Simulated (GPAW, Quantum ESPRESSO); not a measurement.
# Y L₃ ELNES/XANES of YSe (Fm-3m) from DFT, part 3 of 4

Aim: the Y L₃ edge of YSe (Fm-3m) by two routes, a Lanczos recursion (XSpectra) and a sum over empty bands (GPAW), to see which features are robust.

Quantum ESPRESSO 7.5 and GPAW 26.7.0; core-hole supercells, plane-wave PAW LDA.

So far. Step 3 (Spectrum without a core hole, Y atom 1 (Quantum …): Main maxima below 30 eV (height): 2.5 eV (2.61), 7.2 eV (1.08), 10.8 eV (0.74), 16.0 eV (0.73) and 26.7 eV (0.68). At an L edge the dipole rule selects empty d (and weakly s) states on the absorber, and the strong line at the onset measures the empty part of its d band. Step 7 (Spectrum with XCH, Y atom 1 (Quantum ESPRESSO)): Main maxima below 30 eV (height): 0.5 eV (3.00), 1.7 eV (2.80), 7.1 eV (0.85), 15.6 eV (0.69) and 25.9 eV (0.66). 

## Step 8: The field without a hole (GPAW)

Level of this step: plane-wave PAW DFT, LDA, self-consistent field (GPAW).

The second program starts from its own ground state, on the same cell and functional.

scf.py

```python
import numpy as np
from ase import Atoms
from ase.parallel import parprint, paropen
from gpaw import GPAW, PW, FermiDirac, Mixer, MixerDif, setup_paths
from gpaw.test import gen
setup_paths.insert(0, '.')
gen('Y', name='nch2p', xcname='LDA', corehole=(2, 1, 0), write_xml=True)
from gpaw.mpi import world
world.barrier()

atoms = Atoms('YSe',
    cell=[[0, 2.8515, 2.8515],
     [2.8515, 0, 2.8515],
     [2.8515, 2.8515, 0]],
    scaled_positions=[[0.5, 0.5, 0.5],
     [0, 0, 0]],
    pbc=True)
atoms.calc = calc = GPAW(legacy_gpaw=True, mode=PW(500, force_complex_dtype=True), xc='LDA', setups={0: 'nch2p'},
    kpts={'size': (8, 8, 8), 'gamma': True}, occupations=FermiDirac(0.05),
    charge=0, mixer=Mixer(0.1, 5, 50), maxiter=150,
    convergence={'density': 0.0001, 'eigenstates': 1e-6}, txt='scf.txt')
energy = atoms.get_potential_energy() + calc.get_reference_energy()
ef = calc.get_fermi_level()
out = dict(energy=energy, fermi=ef, forces=atoms.get_forces().tolist())
parprint(f'all-electron energy {energy:.4f} eV, Fermi level {ef:.4f} eV')
ev = np.array([[calc.get_eigenvalues(k, s) for k in range(len(calc.get_ibz_k_points()))] for s in range(calc.get_number_of_spins())])
out['homo'], out['lumo'], out['counts'] = ev[ev < ef].max(), ev[ev > ef].min(), sorted(set((ev < ef).sum((0, 2)).tolist()))
out['filled'] = (ev[:, 0] < ef).sum(1).tolist()
import json
with paropen('out.json', 'w') as f:
    json.dump(out, f)
```

The run is started by

```console
OMP_NUM_THREADS=1 mpirun -n 4 gpaw python scf.py
```

Numbers of over 12 decimals in the logs are rounded to 6 here.

The log of the run:

```text
Input parameters:
  convergence: {density: 0.0001,
                eigenstates: 1e-06}
  kpts: {gamma: True,
         size: (8, 8, 8)}
  maxiter: 150
  mixer: {backend: pulay,
          beta: 0.1,
          method: separate,
          nmaxold: 5,
          weight: 50}
  mode: {ecut: 500.0,
         force_complex_dtype: True,
         name: pw}
  occupations: {fixmagmom: False,
                name: fermi-dirac,
[...]
5s(2) :    -0.155371     0.971849
4p(6) :    -1.027192     0.548140
5p(0) :    -0.054980     0.976393
4d(1) :    -0.097195     0.865310
*d    :     0.902805
--------------------------------

Diagonalizing with gridspacing h=0.050

state   all-electron     PAW
-------------------------------
4s:      -1.763072    -1.763529
4p:      -1.027192    -1.027856
4d:      -0.097195    -0.097523
*f:                    0.059866
-------------------------------
all-electron energy -158018.2797 eV, Fermi level 9.2682 eV
[key lines of the parts left out:]
Converged after 11 iterations.
Dipole moment: (-0.000000, -0.000000, -0.000000) |e|*Ang
Free energy:    -13.225556
Fermi level: 9.26824
```

The job ended after 4.9 s (4 MPI ranks of Arm Neoverse V2, shared host; peak memory 0.17 GiB).

The mesh shows no gap, so the system is treated as a metal and the core electron is put at the Fermi level (neutral cell).

## Step 9: Spectrum without a core hole, Y atom 1 (GPAW)

Without a hole the spectrum is the empty density of states of the right symmetry on the absorber, weighted by matrix elements. It needs only the small cell and serves as the baseline. The data set with a hole of occupation 0 only carries the core orbital.

xas.py

```python
import numpy as np
from ase import Atoms
from ase.parallel import parprint, paropen
from gpaw import GPAW, PW, FermiDirac, Mixer, MixerDif, setup_paths
from gpaw.test import gen
setup_paths.insert(0, '.')
gen('Y', name='nch2p', xcname='LDA', corehole=(2, 1, 0), write_xml=True)
from gpaw.mpi import world
world.barrier()

atoms = Atoms('YSe',
    cell=[[0, 2.8515, 2.8515],
     [2.8515, 0, 2.8515],
     [2.8515, 2.8515, 0]],
    scaled_positions=[[0.5, 0.5, 0.5],
     [0, 0, 0]],
    pbc=True)
atoms.calc = calc = GPAW(legacy_gpaw=True, mode=PW(500, force_complex_dtype=True), xc='LDA', setups={0: 'nch2p'},
    kpts={'size': (10, 10, 10), 'gamma': True}, occupations=FermiDirac(0.1),
    charge=0, mixer=Mixer(0.1, 5, 50), maxiter=150,
    convergence={'density': 0.0001, 'eigenstates': 1e-6}, txt='scf.txt')
energy = atoms.get_potential_energy() + calc.get_reference_energy()
ef = calc.get_fermi_level()
out = dict(energy=energy, fermi=ef, forces=atoms.get_forces().tolist())
parprint(f'all-electron energy {energy:.4f} eV, Fermi level {ef:.4f} eV')
ev = np.array([[calc.get_eigenvalues(k, s) for k in range(len(calc.get_ibz_k_points()))] for s in range(calc.get_number_of_spins())])
out['homo'], out['lumo'], out['counts'] = ev[ev < ef].max(), ev[ev > ef].min(), sorted(set((ev < ef).sum((0, 2)).tolist()))
out['filled'] = (ev[:, 0] < ef).sum(1).tolist()

from ase.units import Ha
from gpaw.xas import dipole_matrix_elements
nb = int(calc.get_number_of_electrons() / 2) + 36
top = nb
nscf = calc.fixed_density(kpts={'size': (9, 9, 9), 'gamma': True},
    convergence={'eigenstates': 1.0}, txt='nscf.txt')
nscf.diagonalize_full_hamiltonian(nbands=nb)
cell = atoms.cell.array
ops = [cell.T @ U.T @ np.linalg.inv(cell.T) for U in nscf.wfs.kd.symmetry.op_scc]
E = np.arange(-25, 34, 0.1)
fwhm = np.interp(E, [4, 25], [1.5, 3.5])
Y, X, zero, highest = 0, 0, 1e9, 1e9
for spin in range(nscf.get_number_of_spins()):
    wfs = nscf.wfs
    A = dipole_matrix_elements(wfs.setups[0])
    eps = np.zeros((wfs.kd.nibzkpts, nb))
    d = np.zeros((3, A.shape[1], wfs.kd.nibzkpts, nb), complex)
    for kpt in wfs.kpt_u:
        if kpt.s == spin and 0 in kpt.P_ani:
            eps[kpt.k] = kpt.eps_n * Ha
            d[:, :, kpt.k] = (kpt.weight * wfs.nspins / 2) ** 0.5 * np.inner(A, kpt.P_ani[0])
    world.sum(eps)
    world.sum(d)
    T = np.einsum('amkn,bmkn->abkn', d, d.conj()).real
    T = sum(np.einsum('ai,ijkn,bj->abkn', R, T, R) for R in ops) / len(ops)
    empty = eps > ef
    zero, highest = min(zero, eps[empty].min()), min(highest, eps[:, top - 1].min())
    lines = [(eps, T, empty)] if spin == 0 else lines + [(eps, T, empty)]
for eps, T, empty in lines:
    f = np.einsum('aakn->akn', T).reshape(3, -1)
    x = eps.ravel() - zero
    w = np.interp(x, E, fwhm) / 2.35482
    g = np.exp(-0.5 * ((E[:, None] - x) / w) ** 2) / (w * (2 * np.pi) ** 0.5)
    Y = Y + (f * empty.ravel()) @ g.T
    X = X + (f * ~empty.ravel()) @ g.T
out.update(E=E.round(2).tolist(), xas=Y.tolist(), xes=X.tolist(), zero=zero, valid=highest - zero, nk=len(eps), nb=nb)
for i in range(0, len(E), 10):
    parprint(f'{E[i]:7.2f}', *(f'{v:10.3e}' for v in Y[:, i]))
import json
with paropen('out.json', 'w') as f:
    json.dump(out, f)
```

The run is started by

```console
OMP_NUM_THREADS=1 mpirun -n 4 gpaw python xas.py
```

The log of the run:

```text
Input parameters:
  convergence: {density: 0.0001,
                eigenstates: 1e-06}
  kpts: {gamma: True,
         size: (10, 10, 10)}
  maxiter: 150
  mixer: {backend: pulay,
          beta: 0.1,
          method: separate,
          nmaxold: 5,
          weight: 50}
  mode: {ecut: 500.0,
         force_complex_dtype: True,
         name: pw}
  occupations: {fixmagmom: False,
                name: fermi-dirac,
[...]
*d    :     0.902805
--------------------------------

Diagonalizing with gridspacing h=0.050

state   all-electron     PAW
-------------------------------
4s:      -1.763072    -1.763529
4p:      -1.027192    -1.027856
4d:      -0.097195    -0.097523
*f:                    0.059866
-------------------------------
all-electron energy -158018.2865 eV, Fermi level 9.3045 eV
[...]
32.00  1.121e-05  1.121e-05  1.121e-05
  33.00  1.109e-05  1.109e-05  1.109e-05
[key lines of the parts left out:]
Converged after 11 iterations.
Dipole moment: (-0.000000, -0.000000, -0.000000) |e|*Ang
Free energy:    -13.243687
Fermi level: 9.30450
```

Wall time 36 s (4 MPI ranks); peak memory 0.35 GiB.

The Y L₃ spectrum, Y atom 1, no core hole (energy from the lowest empty level; intensity scaled to a mean of 1 over the first 20 eV):

| E (eV) | intensity |
| --- | --- |
| -2.0 | 0.00 |
| -0.5 | 0.19 |
| 1.0 | 1.53 |
| 2.5 | 3.26 |
| 4.0 | 1.29 |
| 5.5 | 0.79 |
| 7.0 | 1.08 |
| 8.5 | 0.83 |
| 10.0 | 0.61 |
| 11.5 | 0.66 |
| 13.0 | 0.48 |
| 14.5 | 0.63 |
| 16.0 | 0.79 |
| 17.5 | 0.66 |
| 19.0 | 0.52 |
| 20.5 | 0.52 |
| 22.0 | 0.52 |
| 23.5 | 0.57 |
| 25.0 | 0.69 |
| 26.5 | 0.76 |
| 28.0 | 0.71 |
| 29.5 | 0.65 |
| 31.0 | 0.57 |

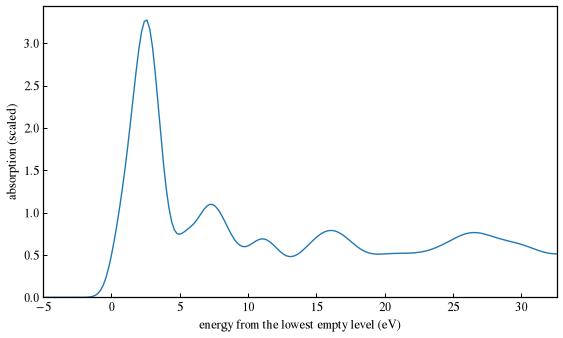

The Y L₃ edge, Y atom 1, no core hole: main maxima at 2.6, 7.2 and 16.0 eV.

Main maxima below 30 eV (height): 2.6 eV (3.27), 7.2 eV (1.10), 11.0 eV (0.69), 16.0 eV (0.79) and 26.6 eV (0.76). 

The same matrix elements for filled bands give the Y L₃ emission of Y atom 1 (ground-state approximation; energy from the lowest empty level, largest value 1):

```
E (eV)  emission
 -24.0      0.00
 -22.5      0.00
 -21.0      0.00
 -19.5      0.00
 -18.0      0.00
 -16.5      0.00
 -15.0      0.03
 -13.5      0.01
 -12.0      0.00
 -10.5      0.00
  -9.0      0.00
  -7.5      0.04
  -6.0      0.38
  -4.5      0.80
  -3.0      0.10
  -1.5      0.57
   0.0      0.77
   1.5      0.02
   3.0      0.00
```

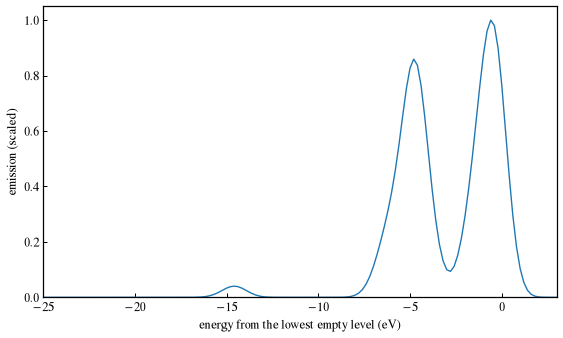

X-ray emission from the filled bands.

Emission maxima: -4.8 eV (0.86) and -0.6 eV (1.00).

## Step 10: Supercell without a hole, the energy reference (GPAW)

Total energies of two programs can't be mixed, so the cell and mesh of GPAW's hole run get a reference energy of their own.

scf.py, as its differences from that of step 8:

```diff
@@ -10,11 +10,17 @@
 
-atoms = Atoms('YSe',
-    cell=[[0, 2.8515, 2.8515],
-     [2.8515, 0, 2.8515],
-     [2.8515, 2.8515, 0]],
+atoms = Atoms('Y4Se4',
+    cell=[[0, -5.703, 0],
+     [-5.703, 0, 0],
+     [0, 0, -5.703]],
     scaled_positions=[[0.5, 0.5, 0.5],
-     [0, 0, 0]],
+     [0, 0.5, 0],
+     [0.5, 0, 0],
+     [0, 0, 0.5],
+     [0, 0, 0],
+     [0.5, 0, 0.5],
+     [0, 0.5, 0.5],
+     [0.5, 0.5, 0]],
     pbc=True)
 atoms.calc = calc = GPAW(legacy_gpaw=True, mode=PW(500, force_complex_dtype=True), xc='LDA', setups={0: 'nch2p'},
-    kpts={'size': (8, 8, 8), 'gamma': True}, occupations=FermiDirac(0.05),
+    kpts={'size': (5, 5, 5), 'gamma': True}, occupations=FermiDirac(0.1),
     charge=0, mixer=Mixer(0.1, 5, 50), maxiter=150,
```

The run is started by

```console
OMP_NUM_THREADS=1 mpirun -n 4 gpaw python scf.py
```

The log of the run:

```text
Input parameters:
  convergence: {density: 0.0001,
                eigenstates: 1e-06}
  kpts: {gamma: True,
         size: (5, 5, 5)}
  maxiter: 150
  mixer: {backend: pulay,
          beta: 0.1,
          method: separate,
          nmaxold: 5,
          weight: 50}
  mode: {ecut: 500.0,
         force_complex_dtype: True,
         name: pw}
  occupations: {fixmagmom: False,
                name: fermi-dirac,
[...]
5s(2) :    -0.155371     0.971849
4p(6) :    -1.027192     0.548140
5p(0) :    -0.054980     0.976393
4d(1) :    -0.097195     0.865310
*d    :     0.902805
--------------------------------

Diagonalizing with gridspacing h=0.050

state   all-electron     PAW
-------------------------------
4s:      -1.763072    -1.763529
4p:      -1.027192    -1.027856
4d:      -0.097195    -0.097523
*f:                    0.059866
-------------------------------
all-electron energy -632073.0920 eV, Fermi level 9.3745 eV
[key lines of the parts left out:]
Converged after 22 iterations.
Dipole moment: (0.000000, 0.000000, 0.000000) |e|*Ang
Free energy:    -52.932436
Fermi level: 9.37453
```

Elapsed: 18 s, on 4 MPI ranks; peak memory 0.22 GiB.

Reference energy: -632073.092 eV with the cores included.

(Part 3 of 4 ends here.)

[Banner, clock and machine lines of the logs are left out without a mark of their own.]

[Logs are printed without paths, hosts, clocks, repeated set-up lines and the standing remarks that a program may print on its own settings, such as how far it seeks lower states.]

[Hosts, paths, dates, database ids (printed as entryN), source tags and the programs' standing remarks are cut or masked in the printed files.]

[Lists of maxima count a maximum above −3 eV only where it reaches 4 % of the highest in the window and stands out from its surroundings by 2 % of it (1.5 % where it reaches 55 %); shoulders and weaker maxima are passed over, and of the rest the first, up to two pre-edge ones and the few strongest are named.]
